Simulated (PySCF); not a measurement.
**CH12BPSi3: geometry relaxation (part 3 of 3)**

The same run, continued: CH12BPSi3, SMILES C[Si]([SiH3])(P)B[SiH3]; PBE0-D3(BJ)/def2-SVP geometry optimisation, gas phase (PySCF 2.14.0). 

Geometry of the input (Å):
```
Si -0.0230  -0.6082  0.2979
Si -0.8295  -2.5720  1.2672
C  1.8432  -0.5181  0.5107
B  -0.8167  0.4395  -1.1550
Si 0.0129  1.8957  -2.1556
P  -0.7659  1.1280  1.7010
H  -1.7115  -3.2689  0.3424
H  0.2819  -3.4996  1.5545
H  -1.5745  -2.3706  2.5340
H  2.3439  -1.3523  0.0288
H  2.1289  -0.5617  1.5795
H  2.2856  0.4016  0.1158
H  -2.0280  0.2676  -1.3470
H  -0.7747  3.1592  -2.1707
H  0.2330  1.5361  -3.5568
H  1.3390  2.3250  -1.6321
H  -1.9100  1.4590  1.0044
H  -0.0533  2.1455  1.1069
```

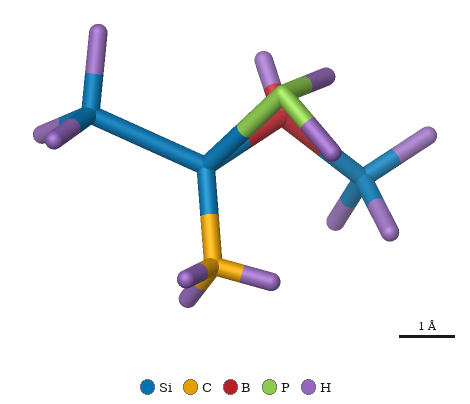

Figure 1. The geometry at step 26 of the log (stick view, seen at a tilt).

### Trajectory as extended XYZ, continued
```
18
Properties=species:S:1:pos:R:3:forces:R:3 step=21 energy=-34802.88561
Si    0.0679   -0.5543    0.4375    0.0513  -0.0579  -0.0257
Si   -0.8321   -2.5815    1.1755   -0.0387  -0.0038   0.0156
C     1.9471   -0.4294    0.4244   -0.0894  -0.0354   0.0543
B    -1.0669    0.6260   -0.6613   -0.0597   0.0466   0.0112
Si   -0.1302    1.8097   -1.9910    0.0361  -0.0391   0.0535
P    -0.9231    1.1525    1.5664    0.0248   0.0042   0.0769
H    -1.3989   -3.3571    0.0290    0.0270  -0.0063   0.0052
H     0.2133   -3.4201    1.8424    0.0138   0.0184  -0.0061
H    -1.9272   -2.3153    2.1581   -0.0131   0.0069  -0.0206
H     2.3620   -1.1119   -0.3329    0.0166  -0.0023  -0.0143
H     2.3556   -0.7144    1.4052    0.0454   0.0121  -0.0259
H     2.2634    0.5954    0.1827    0.0157   0.0074  -0.0124
H    -2.2012    0.2279   -0.8156    0.0353  -0.0106  -0.0431
H    -0.9786    2.8853   -2.5982   -0.0108   0.0103   0.0207
H     0.4340    1.0008   -3.1197   -0.0095  -0.0103  -0.0061
H     1.0275    2.4904   -1.3157    0.0063   0.0161  -0.0350
H    -1.4553    1.7047    0.2125   -0.0417   0.0227  -0.0422
H     0.2239    1.9971    1.4270   -0.0093   0.0210  -0.0058
18
Properties=species:S:1:pos:R:3:forces:R:3 step=22 energy=-34802.89019
Si    0.0632   -0.5661    0.4167    0.1243  -0.0425  -0.0193
Si   -0.8161   -2.5782    1.2057   -0.0775   0.0076   0.0202
C     1.9432   -0.4361    0.3523   -0.1454  -0.0698   0.0773
B    -1.0891    0.6341   -0.6405   -0.0998   0.0363   0.0213
Si   -0.1570    1.8040   -1.9878    0.0563  -0.0372   0.0707
P    -0.8774    1.1420    1.5846    0.0145   0.0039   0.1215
H    -1.1107   -3.5192    0.0804    0.0356   0.0008   0.0072
H     0.1253   -3.2543    2.1530    0.0221   0.0174  -0.0160
H    -2.0911   -2.2835    1.9291   -0.0098  -0.0002  -0.0254
H     2.3410   -1.0837   -0.4434    0.0227  -0.0026  -0.0209
H     2.3714   -0.7627    1.3117    0.0678   0.0211  -0.0349
H     2.2498    0.6000    0.1507    0.0272   0.0108  -0.0224
H    -2.2373    0.2620   -0.7529    0.0500  -0.0186  -0.0698
H    -1.0352    2.7739   -2.7169   -0.0201   0.0177   0.0325
H     0.5467    0.9840   -3.0267   -0.0117  -0.0157  -0.0094
H     0.8988    2.6015   -1.2738    0.0146   0.0200  -0.0547
H    -1.4245    1.7182    0.2504   -0.0623   0.0323  -0.0632
H     0.2802    1.9697    1.4336   -0.0084   0.0188  -0.0146
18
Properties=species:S:1:pos:R:3:forces:R:3 step=23 energy=-34802.89691
Si    0.0563   -0.5765    0.4049    0.1343   0.0146  -0.0046
Si   -0.8121   -2.5799    1.2226   -0.0786   0.0095   0.0186
C     1.9361   -0.4424    0.3393   -0.1206  -0.0646   0.0561
B    -1.0884    0.6359   -0.6469   -0.0806   0.0162   0.0207
Si   -0.1501    1.8123   -1.9837    0.0387  -0.0299   0.0455
P    -0.8787    1.1334    1.5818    0.0085  -0.0058   0.1139
H    -1.0483   -3.5633    0.1205    0.0311  -0.0017   0.0045
H     0.1137   -3.2014    2.2211    0.0173   0.0101  -0.0133
H    -2.1155   -2.2866    1.8939   -0.0085  -0.0059  -0.0241
H     2.3340   -1.0850   -0.4606    0.0183  -0.0024  -0.0162
H     2.3730   -0.7688    1.2947    0.0517   0.0160  -0.0264
H     2.2382    0.5954    0.1383    0.0232   0.0079  -0.0212
H    -2.2358    0.2676   -0.7736    0.0355  -0.0177  -0.0607
H    -1.0278    2.7998   -2.6901   -0.0133   0.0160   0.0288
H     0.5295    0.9951   -3.0408   -0.0124  -0.0145  -0.0077
H     0.9251    2.5937   -1.2814    0.0092   0.0115  -0.0361
H    -1.4416    1.7089    0.2569   -0.0479   0.0299  -0.0604
H     0.2737    1.9676    1.4294   -0.0058   0.0108  -0.0176
18
Properties=species:S:1:pos:R:3:forces:R:3 step=24 energy=-34802.90948
Si    0.0517   -0.5901    0.3968    0.0598   0.1304   0.0402
Si   -0.8087   -2.5735    1.2610   -0.0185   0.0170   0.0005
C     1.9274   -0.4542    0.2979    0.0149  -0.0196  -0.0339
B    -1.0896    0.6445   -0.6369   -0.0051  -0.0422   0.0314
Si   -0.1391    1.8162   -1.9642   -0.0095   0.0263  -0.0345
P    -0.8819    1.1179    1.5938   -0.0006  -0.0323   0.0247
H    -0.8196   -3.6591    0.2334    0.0100  -0.0104  -0.0076
H     0.0223   -3.0324    2.4178   -0.0117  -0.0142   0.0083
H    -2.2075   -2.3201    1.7218    0.0002  -0.0085  -0.0060
H     2.3047   -1.0811   -0.5259   -0.0098  -0.0028   0.0065
H     2.4143   -0.7843    1.2268   -0.0166  -0.0035   0.0142
H     2.2216    0.5861    0.0920   -0.0041  -0.0039  -0.0053
H    -2.2271    0.2705   -0.8103   -0.0141  -0.0102  -0.0064
H    -1.0274    2.8113   -2.6486    0.0085   0.0071   0.0074
H     0.5057    0.9870   -3.0347   -0.0120   0.0005  -0.0071
H     0.9594    2.6006   -1.3043    0.0082  -0.0200   0.0147
H    -1.4793    1.6939    0.2779    0.0010  -0.0094  -0.0317
H     0.2540    1.9724    1.4319   -0.0005  -0.0045  -0.0153
18
Properties=species:S:1:pos:R:3:forces:R:3 step=25 energy=-34802.91236
Si    0.0584   -0.5906    0.3960    0.0047   0.1018   0.0731
Si   -0.8120   -2.5709    1.2641    0.0162   0.0092  -0.0254
C     1.9337   -0.4597    0.3191    0.0499   0.0018  -0.0588
B    -1.0779    0.6334   -0.6533   -0.0034  -0.0360   0.0094
Si   -0.1329    1.8271   -1.9645   -0.0234   0.0223  -0.0386
P    -0.8957    1.1183    1.5802    0.0045  -0.0314   0.0055
H    -0.8675   -3.6409    0.2212    0.0040  -0.0114  -0.0023
H     0.0495   -3.0600    2.3859   -0.0171  -0.0084   0.0141
H    -2.1926   -2.3095    1.7721   -0.0037  -0.0002  -0.0078
H     2.3171   -1.1035   -0.4889   -0.0090  -0.0039   0.0117
H     2.4135   -0.7715    1.2580   -0.0315  -0.0063   0.0175
H     2.2323    0.5753    0.0929   -0.0075  -0.0077   0.0019
H    -2.2102    0.2520   -0.8471   -0.0063  -0.0135   0.0056
H    -1.0086    2.8895   -2.5585    0.0132   0.0066  -0.0009
H     0.4233    1.0205   -3.1001   -0.0125   0.0034  -0.0012
H     1.0273    2.5366   -1.3260    0.0047  -0.0214   0.0205
H    -1.5046    1.6720    0.2627    0.0143  -0.0014  -0.0162
H     0.2281    1.9874    1.4121    0.0030  -0.0035  -0.0082
18
Properties=species:S:1:pos:R:3:forces:R:3 step=26 energy=-34802.91773
Si    0.0736   -0.5926    0.3892   -0.0416   0.0350   0.1055
Si   -0.8061   -2.5587    1.2827    0.0428  -0.0159  -0.0533
C     1.9477   -0.4709    0.3226    0.0679   0.0270  -0.0718
B    -1.0687    0.6152   -0.6671   -0.0244  -0.0061  -0.0410
Si   -0.1457    1.8383   -1.9685   -0.0202   0.0010  -0.0175
P    -0.8950    1.1148    1.5683    0.0117  -0.0234  -0.0133
H    -0.7360   -3.6781    0.2920   -0.0062   0.0011   0.0037
H    -0.0340   -2.9741    2.4960   -0.0198   0.0056   0.0112
H    -2.2332   -2.3204    1.6531   -0.0088   0.0028   0.0027
H     2.3300   -1.1253   -0.4774   -0.0064  -0.0080   0.0163
H     2.4205   -0.7762    1.2672   -0.0310  -0.0019   0.0143
H     2.2534    0.5596    0.0852   -0.0041  -0.0086   0.0103
H    -2.2003    0.2318   -0.8667    0.0170  -0.0289   0.0141
H    -1.0120    2.9552   -2.4686    0.0131   0.0080  -0.0046
H     0.3258    1.0663   -3.1649   -0.0125   0.0037   0.0030
H     1.0677    2.4788   -1.3562    0.0011  -0.0141   0.0143
H    -1.5216    1.6436    0.2537    0.0141   0.0249   0.0040
H     0.2151    1.9982    1.3856    0.0071  -0.0024   0.0022
18
Properties=species:S:1:pos:R:3:forces:R:3 step=27 energy=-34802.92194
Si    0.0899   -0.5816    0.3995   -0.0497  -0.0277   0.0801
Si   -0.8022   -2.5503    1.2751    0.0422  -0.0315  -0.0467
C     1.9647   -0.4663    0.3461    0.0359   0.0293  -0.0449
B    -1.0618    0.6047   -0.6696   -0.0248   0.0289  -0.0609
Si   -0.1626    1.8359   -1.9802    0.0035  -0.0156   0.0146
P    -0.9042    1.1167    1.5648    0.0176   0.0017  -0.0318
H    -0.6614   -3.6816    0.3048   -0.0077   0.0086   0.0032
H    -0.0960   -2.9436    2.5350   -0.0131   0.0106   0.0086
H    -2.2516   -2.3313    1.5633   -0.0038   0.0076   0.0017
H     2.3492   -1.1354   -0.4403   -0.0007  -0.0074   0.0123
H     2.4211   -0.7638    1.3012   -0.0121   0.0018   0.0086
H     2.2796    0.5588    0.0994   -0.0028  -0.0039   0.0088
H    -2.1879    0.2057   -0.8685    0.0094  -0.0264   0.0260
H    -0.9978    3.0122   -2.3886    0.0052   0.0035  -0.0027
H     0.1984    1.0858   -3.2271   -0.0050   0.0018  -0.0007
H     1.1134    2.3929   -1.4150   -0.0017  -0.0006   0.0012
H    -1.5131    1.6418    0.2370    0.0031   0.0198   0.0169
H     0.2037    2.0050    1.3892    0.0045  -0.0006   0.0057
18
Properties=species:S:1:pos:R:3:forces:R:3 step=28 energy=-34802.92365
Si    0.0948   -0.5722    0.4119   -0.0222  -0.0399   0.0279
Si   -0.7979   -2.5497    1.2627    0.0168  -0.0243  -0.0171
C     1.9702   -0.4554    0.3520   -0.0037   0.0128  -0.0060
B    -1.0673    0.6042   -0.6598   -0.0129   0.0398  -0.0379
Si   -0.1729    1.8242   -1.9838    0.0086  -0.0210   0.0152
P    -0.9014    1.1231    1.5708    0.0051   0.0190  -0.0199
H    -0.6149   -3.6801    0.2988   -0.0022   0.0076  -0.0001
H    -0.1360   -2.9349    2.5489   -0.0040   0.0060   0.0018
H    -2.2585   -2.3431    1.5010   -0.0003   0.0048   0.0002
H     2.3534   -1.1282   -0.4313    0.0048  -0.0047   0.0048
H     2.4219   -0.7522    1.3097    0.0052   0.0054  -0.0002
H     2.2859    0.5691    0.1054    0.0011   0.0009   0.0013
H    -2.1924    0.1960   -0.8440    0.0065  -0.0132   0.0192
H    -0.9963    3.0097   -2.3893    0.0001   0.0032   0.0014
H     0.1674    1.0666   -3.2318   -0.0010   0.0004  -0.0019
H     1.1140    2.3664   -1.4293   -0.0019   0.0043  -0.0043
H    -1.4994    1.6547    0.2365   -0.0021   0.0008   0.0119
H     0.2106    2.0073    1.3977    0.0021  -0.0021   0.0037
18
Properties=species:S:1:pos:R:3:forces:R:3 step=29 energy=-34802.92421
Si    0.0941   -0.5668    0.4211   -0.0060  -0.0251  -0.0024
Si   -0.7959   -2.5535    1.2518   -0.0011  -0.0068   0.0009
C     1.9699   -0.4460    0.3580   -0.0156   0.0028   0.0105
B    -1.0714    0.6083   -0.6518    0.0022   0.0225  -0.0089
Si   -0.1752    1.8145   -1.9858    0.0049  -0.0082   0.0066
P    -0.9012    1.1293    1.5756    0.0022   0.0191  -0.0080
H    -0.6142   -3.6719    0.2746    0.0028   0.0024  -0.0019
H    -0.1365   -2.9515    2.5352    0.0012   0.0006  -0.0009
H    -2.2564   -2.3473    1.4921    0.0009   0.0016  -0.0020
H     2.3544   -1.1206   -0.4231    0.0048  -0.0013   0.0004
H     2.4218   -0.7396    1.3166    0.0076   0.0047  -0.0011
H     2.2834    0.5787    0.1101    0.0011   0.0016  -0.0043
H    -2.1956    0.1947   -0.8260   -0.0021  -0.0043   0.0070
H    -0.9905    3.0041   -2.3960   -0.0014   0.0008   0.0017
H     0.1553    1.0474   -3.2306    0.0007  -0.0007  -0.0010
H     1.1169    2.3515   -1.4385   -0.0004   0.0029  -0.0037
H    -1.4927    1.6657    0.2377   -0.0018  -0.0096   0.0057
H     0.2151    2.0088    1.4052    0.0001  -0.0029   0.0014
18
Properties=species:S:1:pos:R:3:forces:R:3 step=30 energy=-34802.92442
Si    0.0930   -0.5669    0.4242    0.0019  -0.0064  -0.0113
Si   -0.7950   -2.5560    1.2498   -0.0060   0.0017   0.0057
C     1.9687   -0.4419    0.3596   -0.0101  -0.0027   0.0112
B    -1.0723    0.6088   -0.6498    0.0058   0.0065   0.0077
Si   -0.1759    1.8110   -1.9863    0.0003  -0.0005  -0.0016
P    -0.8978    1.1331    1.5771   -0.0028   0.0118  -0.0041
H    -0.6063   -3.6715    0.2708    0.0032  -0.0006  -0.0018
H    -0.1414   -2.9540    2.5361    0.0022  -0.0018  -0.0016
H    -2.2570   -2.3521    1.4830    0.0009  -0.0013  -0.0013
H     2.3552   -1.1178   -0.4194    0.0028  -0.0003   0.0000
H     2.4230   -0.7309    1.3186    0.0042   0.0038  -0.0008
H     2.2792    0.5830    0.1085   -0.0005   0.0006  -0.0053
H    -2.1969    0.1938   -0.8189   -0.0027  -0.0008  -0.0007
H    -0.9898    3.0015   -2.3970   -0.0010  -0.0001   0.0009
H     0.1513    1.0415   -3.2305    0.0009  -0.0005  -0.0001
H     1.1178    2.3476   -1.4425    0.0001   0.0006  -0.0014
H    -1.4940    1.6660    0.2404    0.0003  -0.0071   0.0042
H     0.2193    2.0105    1.4024    0.0004  -0.0030   0.0003
```

### Summary

| quantity | value |
| --- | --- |
| outcome | converged |
| total energy | −1278.983893 hartree |
| dipole moment | 1.97 D |
| point group | C1 |
| hardware | 1 CPU thread, shared host |
| wall time | 9.9 min |
| peak memory | 0.81 GiB |
